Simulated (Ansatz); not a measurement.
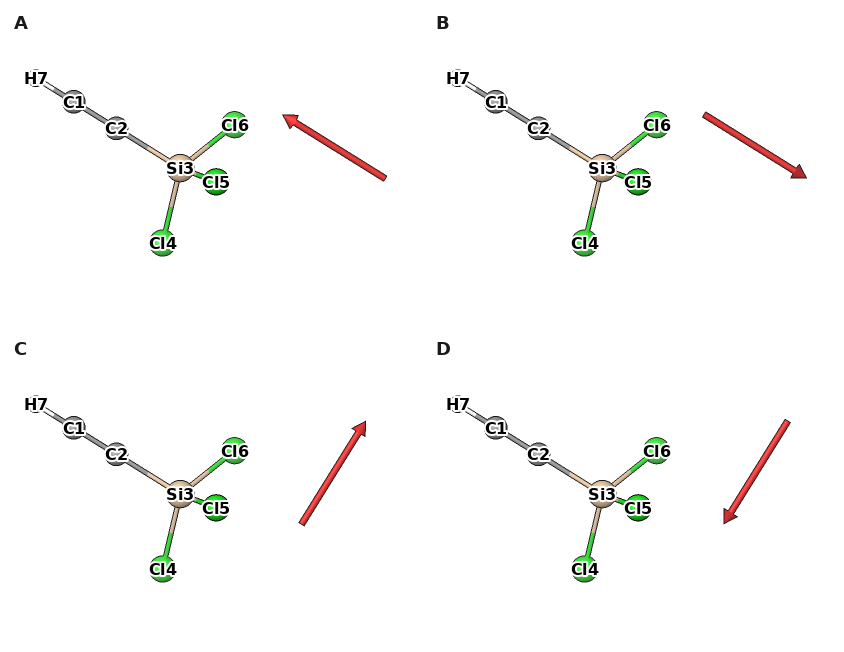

The same molecule four times, each with an arrow. Computed geometry: PBE0-D4/def2-TZVP optimisation. Level of theory: RKS r2SCAN-D4/def2-TZVPP (Ansatz 0.2.0).

Which arrow points along the dipole moment, from the negative to the positive end?

Answer. A. The dipole moment is 1.85 D; it points from the side of Cl4, Cl5, Cl6 to the side of H7 (the outermost atoms at the two ends).
